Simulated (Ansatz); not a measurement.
# CH2Al (quartet): one geometry, many settings at scale of all distances = 1.000

What do other methods and options give for CH2Al (quartet) at this geometry, and how long do they take?

Method: the settings change from run to run; program: Ansatz 0.2.0, Gaussian basis.

14 further runs of the same task are left out: 12 that didn't finish, 2 set aside as unsound or not needed.

### Step 1. What is computed

The geometry derives from a PBE0/def2-TZVP stationary point (not a proven minimum). All distances are scaled together.

4 atoms, charge 0, spin multiplicity 4.

Atoms are counted from 1 here; the program's logs count them from 0.

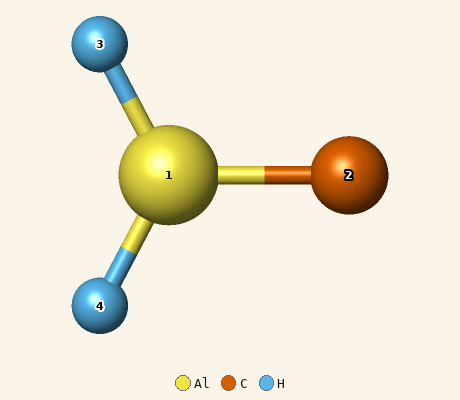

The geometry (aluminium yellow, carbon orange, hydrogen blue); atoms are numbered from 1 in the order of the file.

### Step 2. CASSCF(9,7)/cc-pVDZ

The input, in.yaml:

```yaml
crystal:
  periodic: [false, false, false]
  atoms:
    - {symbol: Al, position_ang: [0.000000, 0.000000, 0.527635]}
    - {symbol: C, position_ang: [0.000000, 0.000000, -1.397228]}
    - {symbol: H, position_ang: [0.000000, 1.398998, 1.262610]}
    - {symbol: H, position_ang: [0.000000, -1.398998, 1.262610]}
basis:
  gaussian: {orbitals: cc-pVDZ}
magnetization: {spin_polarized: false, initial_magnetization: 3}
hamiltonian: {pseudopotentials: {relativity: none}}
correlation: {active_space: {window: {electrons: 9, orbitals: 7}}}
```

Run with:

```console
> ansatz run in.yaml --threads 1 --pin off --events-out ev --progress --plain --max-ram 2393MiB
```

The log of the run:

```text
Functional definition: HF
  name "HF"
  cite "Fock, Z. Phys. 61, 126 (1930) doi:10.1007/BF01340294"
  parent pbe
  exchange = exact_x
  correlation = 0
399 factors; integrals over basis functions are off by at most 9.0e-4 eV
mean field evaluation 1: about -7639.5739 eV, gradient 9.9e0 eV
mean field evaluation 2: about -7639.5761 eV, gradient 9.9e0 eV
mean field evaluation 4: about -7641.1255 eV, gradient 1.5e0 eV
mean field evaluation 8: about -7641.1975 eV, gradient 7.8e-2 eV
mean field -7641.19757582 eV, -280.8088315216 hartree, gradient 9.9e-7 eV, S^2 3.750000; 0 other end points of the search recorded, 0 dependent functions left out
reference -7641.19757582 eV, -280.8088315216 hartree; 12, 9 occupied and 30, 33 virtual orbitals, 399 factors
state -7641.58666489 eV, -280.8231302811 hartree
Total energy: -7641.58666489 eV, -280.8231302811 hartree
```

Wall time 6.5 s (1 thread of Intel Xeon at 2.50GHz, shared host).

From the report: 245 determinants; active occupations 2.00, 2.00, 1.98, 1.00, 1.00, 1.00, 0.02.

### Step 3. CASSCF(3,7)/6-31G

in.yaml: that of step 2 with these lines changed.

```diff
@@ -8,5 +8,6 @@
 basis:
-  gaussian: {orbitals: cc-pVDZ}
+  gaussian: {orbitals: 6-31G, fitting: {mean_field: def2-universal-jkfit}}
 magnetization: {spin_polarized: false, initial_magnetization: 3}
 hamiltonian: {pseudopotentials: {relativity: none}}
-correlation: {active_space: {window: {electrons: 9, orbitals: 7}}}
+correlation: {active_space: {window: {electrons: 3, orbitals: 7}, states: [{multiplicity: 4, weights: [1, 0.5, 1, 1]}], root: 0}}
+accuracy: high
```

The command is unchanged.

The log of the run, cut to the lines that bear on the results:

```text
Functional definition: HF
  name "HF"
  cite "Fock, Z. Phys. 61, 126 (1930) doi:10.1007/BF01340294"
  parent pbe
[...]
239 factors; integrals over basis functions are off by at most 9.6e-2 eV
[...]
mean field -7639.83642697 eV, -280.7588102241 hartree, gradient 2.8e-8 eV, S^2 3.750000; 0 other end points of the search recorded, 0 dependent functions left out
reference -7639.83642697 eV, -280.7588102241 hartree; 12, 9 occupied and 14, 17 virtual orbitals, 239 factors
state -7639.64982803 eV, -280.7519528393 hartree
state -7635.07097955 eV, -280.5836832615 hartree
state -7634.34605658 eV, -280.5570428337 hartree
state -7633.52053823 eV, -280.5267055939 hartree
[...]
Total energy: -7639.64982803 eV, -280.7519528393 hartree
```

Run time: 3.8 s. Hardware: 1 thread of Intel Xeon at 2.50GHz, shared host.

From the report: 35 determinants; active occupations (of the averaged states) 0.85, 0.72, 0.71, 0.71, 0.01, 0.01, 0.00.

### Step 4. MP2 on UHF/6-31G

The input, in.yaml:

```yaml
crystal:
  periodic: [false, false, false]
  atoms:
    - {symbol: Al, position_ang: [0.000000, 0.000000, 0.527635]}
    - {symbol: C, position_ang: [0.000000, 0.000000, -1.397228]}
    - {symbol: H, position_ang: [0.000000, 1.398998, 1.262610]}
    - {symbol: H, position_ang: [0.000000, -1.398998, 1.262610]}
basis:
  gaussian: {orbitals: 6-31G}
magnetization: {spin_polarized: true, initial_magnetization: 3}
correlation: {method: mp2, electrons: all}
```

The command is unchanged.

The log of the run:

```text
Functional definition: HF
  name "HF"
  cite "Fock, Z. Phys. 61, 126 (1930) doi:10.1007/BF01340294"
  parent pbe
  exchange = exact_x
  correlation = 0
329 factors; integrals over basis functions are off by at most 1.5e-4 eV
mean field evaluation 1: about -7638.6201 eV, gradient 7.6e0 eV
mean field evaluation 2: about -7638.6239 eV, gradient 7.6e0 eV
mean field evaluation 4: about -7639.8003 eV, gradient 1.5e0 eV
mean field evaluation 8: about -7639.8768 eV, gradient 1.4e-3 eV
mean field -7639.87678806 eV, -280.7602934666 hartree, gradient 3.9e-6 eV, S^2 3.754669; 0 other end points of the search recorded, 0 dependent functions left out
reference -7639.87678806 eV, -280.7602934666 hartree; 12, 9 occupied and 14, 17 virtual orbitals, 329 factors
second order -1.83883830 eV of doubles, -0.00000000 eV of singles
Total energy: -7641.71562636 eV, -280.8278695279 hartree
```

Run time: 1.2 s. Hardware: 1 thread of Intel Xeon at 2.50GHz, shared host.

From the report: ⟨S²⟩ of the determinant 3.755 (pure quartet: 3.75).

### Step 5. NEVPT2(9,6)/6-31G

in.yaml: that of step 4 with these lines changed.

```diff
@@ -9,3 +9,4 @@
   gaussian: {orbitals: 6-31G}
-magnetization: {spin_polarized: true, initial_magnetization: 3}
-correlation: {method: mp2, electrons: all}
+magnetization: {spin_polarized: false, initial_magnetization: 3}
+hamiltonian: {pseudopotentials: {relativity: none}}
+correlation: {method: sc_nevpt2, electrons: valence, active_space: {window: {electrons: 9, orbitals: 6}}}
```

The command is unchanged.

The log of the run:

```text
Functional definition: HF
  name "HF"
  cite "Fock, Z. Phys. 61, 126 (1930) doi:10.1007/BF01340294"
  parent pbe
  exchange = exact_x
  correlation = 0
329 factors; integrals over basis functions are off by at most 1.5e-4 eV
mean field evaluation 1: about -7638.2193 eV, gradient 9.1e0 eV
mean field evaluation 2: about -7638.2229 eV, gradient 9.1e0 eV
mean field evaluation 4: about -7639.7685 eV, gradient 1.6e0 eV
mean field evaluation 8: about -7639.8366 eV, gradient 7.9e-2 eV
mean field -7639.83666280 eV, -280.7588188908 hartree, gradient 8.8e-7 eV, S^2 3.750000; 0 other end points of the search recorded, 0 dependent functions left out
reference -7639.83666280 eV, -280.7588188908 hartree; 12, 9 occupied and 14, 17 virtual orbitals, 329 factors
state -7639.83691209 eV, -280.7588280518 hartree
state -7639.83691209 eV, -280.7588280518 hartree; corrected -7641.30965574 eV, -280.8129503828 hartree
Total energy: -7641.30965574 eV, -280.8129503828 hartree
```

Wall time 1.3 s (1 thread of Intel Xeon at 2.50GHz, shared host).

From the report: 6 determinants; active occupations 2.00, 2.00, 2.00, 1.00, 1.00, 1.00.

### Step 6. CCSDT/6-31G

The input, in.yaml:

```yaml
crystal:
  periodic: [false, false, false]
  atoms:
    - {symbol: Al, position_ang: [0.000000, 0.000000, 0.527635]}
    - {symbol: C, position_ang: [0.000000, 0.000000, -1.397228]}
    - {symbol: H, position_ang: [0.000000, 1.398998, 1.262610]}
    - {symbol: H, position_ang: [0.000000, -1.398998, 1.262610]}
basis:
  gaussian: {orbitals: 6-31G, point_charges: [{charge: -1.00, position_ang: [2.989, 0.727, -0.991]}]}
magnetization: {spin_polarized: false, initial_magnetization: 3}
hamiltonian: {xc: {name: B3LYP}}
correlation: {method: ccsdt, electrons: all}
```

Launched as before.

The log of the run, cut to the lines that bear on the results:

```text
Functional definition: B3LYP
  name "B3LYP"
  cite "Stephens, Devlin, Chabalowski & Frisch, J. Phys. Chem. 98, 11623 (1994) doi:10.1021/j100096a001"
  cite "Becke, Phys. Rev. A 38, 3098 (1988) doi:10.1103/PhysRevA.38.3098"
  cite "Lee, Yang & Parr, Phys. Rev. B 37, 785 (1988) doi:10.1103/PhysRevB.37.785"
  cite "Vosko, Wilk & Nusair, Can. J. Phys. 58, 1200 (1980) doi:10.1139/p80-159"
[...]
577 factors; integrals over basis functions are off by at most 1.8e-7 eV
[...]
mean field -7660.36020330 eV, -281.5130450928 hartree, gradient 7.5e-6 eV, S^2 3.750000; 0 other end points of the search recorded, 0 dependent functions left out
reference -7639.86347075 eV, -280.7598040646 hartree; 12, 9 occupied and 14, 17 virtual orbitals, 577 factors
second order -2.07448786 eV of doubles, -0.28101976 eV of singles
cycle   1  -2.69287188 eV  change   -3.4e-1 eV  update   6.0e-2
[...]
cycle  14  -2.95297646 eV  change    1.3e-6 eV  update   1.3e-6
Total energy: -7642.81644721 eV, -280.8683239478 hartree
```

Wall time 38 s (1 thread of Intel Xeon at 2.50GHz, shared host).

From the report: correlation -2.9530 eV; T1 0.019; largest double amplitude 0.04. The orbitals are Kohn-Sham ones, so correlation energy and T1 don't compare with those on Hartree-Fock orbitals.

### Step 7. All runs side by side

| level | correlated | functions | energy (eV) | time |
| --- | --- | --- | --- | --- |
| CASSCF(9,7)/cc-pVDZ |  | 42 | -7641.5867 | 6.5 s |
| CASSCF(3,7)/6-31G (lowest root of an average) |  | 26 | -7639.6498 | 3.8 s |
| MP2 on UHF/6-31G | all | 26 | -7641.7156 | 1.2 s |
| NEVPT2(9,6)/6-31G | valence | 26 | -7641.3097 | 1.3 s |
| CCSDT/6-31G (beside a point charge, on B3LYP orbitals) | all | 26 | -7642.8164 | 38 s |

### Step 8. Summary of results

| quantity | value |
| --- | --- |
| runs | 5 |
| quickest | MP2 on UHF/6-31G, 1.2 s |
| slowest | CCSDT/6-31G (beside a point charge, on B3LYP orbitals), 38 s |

In words: Total energies in different bases, with other cores or another treatment of relativity can't be set against each other. CCSDT/6-31G (beside a point charge, on B3LYP orbitals) took 32 times as long as MP2 on UHF/6-31G; the jobs differ in more than the method.
